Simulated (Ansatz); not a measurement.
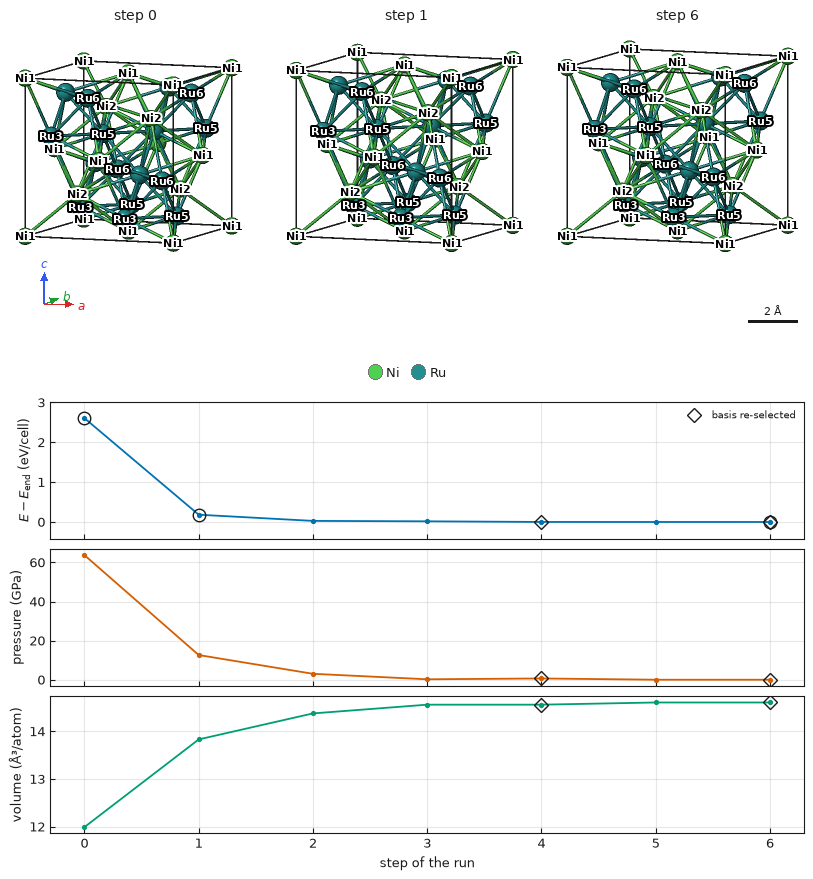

Frames of a relaxation of a crystal of NiRu2 (built on the cubic Laves (C15)_227 type) (coarse preliminary run), marked on the history of the run. The picture is a ball-and-stick view of the conventional cell (4 times the calculation's cell), seen slightly off an axis. Lengths and directions refer to the drawn axes.

Case: cubic Laves (C15) type (Fd-3m, No. 227).

Method: DFT PBE, scalar-relativistic, plane waves, PAW (Ansatz 0.2.0). Settings: plane-wave cutoff 420 eV; k-point mesh 4 × 4 × 4; occupations gaussian; smearing width 0.1 eV; collinear spin; cell and atoms relaxed; force threshold 0.04 eV/Å; at most 70 steps.

Q: What happens along the run?

A: After 4 accepted moves (6 points after the start) the energy has fallen by 2.607 eV per cell of the calculation. All forces vanish by symmetry, so only the cell relaxes. Pressure: 63.74 GPa at the start and 0.03 GPa at the end. At 2 points the geometry stayed and the basis and grid were re-selected for the new cell (energy shift of 16.1 meV per cell of the calculation at most each time). No atom moves by more than 0.005 Å relative to the cell. The drawn cell changes as follows: a = b = c 6.602 → 7.051 Å (+6.8 %); the volume changes by +21.8 %. Near-neighbour distances that change, for instance: Ni–Ni 2.859 → 3.053 Å, Ni–Ru 2.737 → 2.923 Å, Ru–Ru 2.334 → 2.493 Å. The space group stays Fd-3m (No. 227). The run took 26 s on 1 thread of Intel(R) Xeon(R) 6975P-C (Granite Rapids), on a shared host, peak memory 0.46 GiB. From step 0 to 1: volume +15.3 %, energy −2.424 eV per cell of the calculation. From step 1 to 6: volume +5.6 %, energy −0.183 eV per cell of the calculation.

```tsv
step	E − E(0), meV/atom	pressure, GPa	volume, Å³/atom	note
0	0.00	63.74	11.991	
1	-404.00	12.65	13.832	
2	-429.91	3.06	14.377	
3	-431.69	0.26	14.561	
4	-434.38	0.68	14.561	same geometry, new basis
5	-434.46	0.04	14.607	
6	-434.50	0.03	14.607	same geometry, new basis
```
